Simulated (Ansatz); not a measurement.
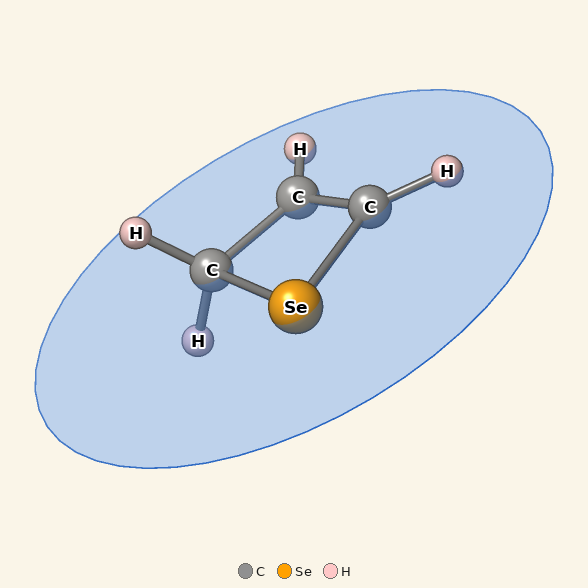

All proper rotation axes (lines) and mirror planes (discs) of the structure are drawn in. Distant atoms are faded towards the background colour. The geometry was computed by an optimisation with PBE-D4/def2-SVP. No frequency run is at hand to confirm it as a minimum.

Question: Name the symmetry elements and the point group.

Answer: It has 1 mirror plane. Point group Cs. The group has 2 operations. The geometry is achiral, and symmetry allows a dipole moment.
